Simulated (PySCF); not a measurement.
**HgB (charge +1): density, localisation and related maps**

```xyz
2

Hg    0.0000    0.0000   -0.1225
B     0.0000    0.0000    2.2465
```

Core potentials replace the inner electrons of Hg.

These are results of PBE0/def2-SVP, non-relativistic Hamiltonian with scalar-relativistic core potentials where named, at a bond length of 2.369 Å in PySCF, not measurements.

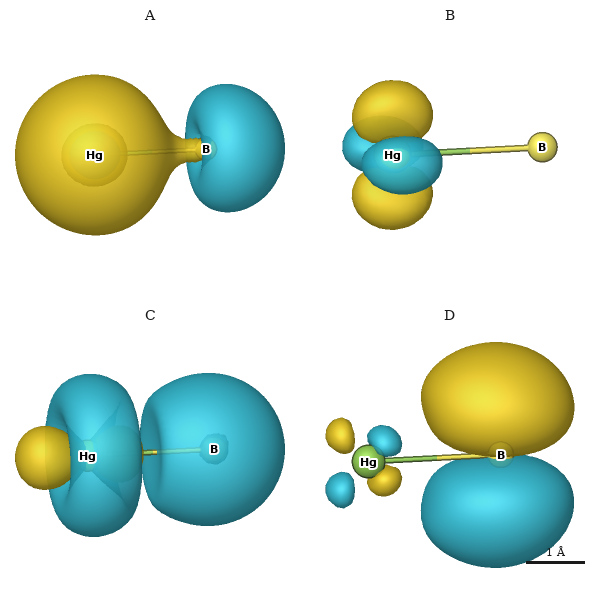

Figure 1. Four frontier orbitals, each drawn at the value that holds 80 % of its norm (yellow and cyan are the two phases), in no order; of a degenerate pair one member is drawn.

### Label each orbital by symmetry, say whether it is occupied, and order them by energy.

Orbital B: δ, occupied, −18.98 eV; almost wholly on Hg.
Orbital C: σ, occupied, −17.72 eV; shared between the atoms (Hg 55 %, B 45 %).
Orbital A: σ, occupied, −13.86 eV; shared between the atoms (Hg 55 %, B 45 %).
Orbital D: π, empty, −9.48 eV; mainly on B (85 %).

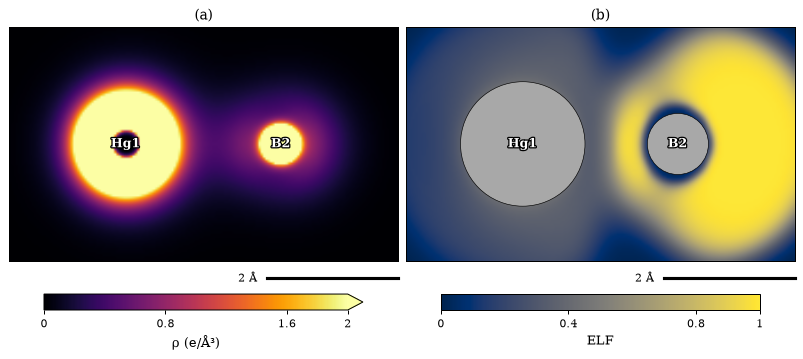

Figure 2. (a) electron density; (b) electron localisation function on a plane that holds the molecular axis. Grey discs cover the atomic cores in the ELF map.

### Interpret the plot.

- Atoms in the plane: Hg and B.
- Hg–B (2.37 Å): ρ at the midpoint is about 0.53 e/Å³, with its minimum of 0.46 e/Å³ about 1.4 Å from Hg; the ELF peaks at about 0.95 in the valence shell of B, 0.7 Å from its nucleus, and is about 0.40 at the midpoint.
- The ELF also peaks beside B2, away from the bonds: lone-pair regions.

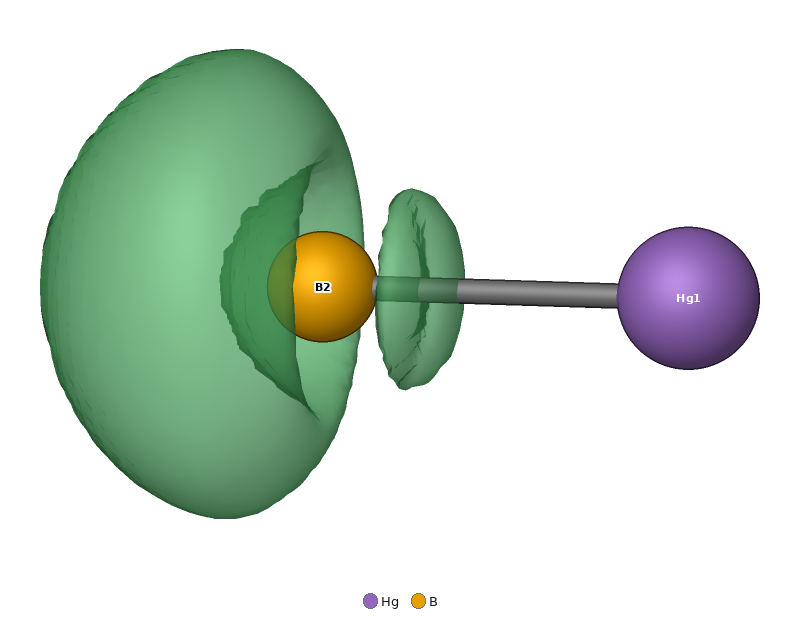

Figure 3. Isosurface of the electron localisation function at 0.85 (green), seen from one side. Core shells and regions of very low density are left out.

### Identify the bonds, lone pairs and shells in this picture.

The ELF exceeds this value in one lobe of the valence shell of B pointing towards Hg (polar bonds) and one lobe on B, pointing away from the bonds (lone pairs).
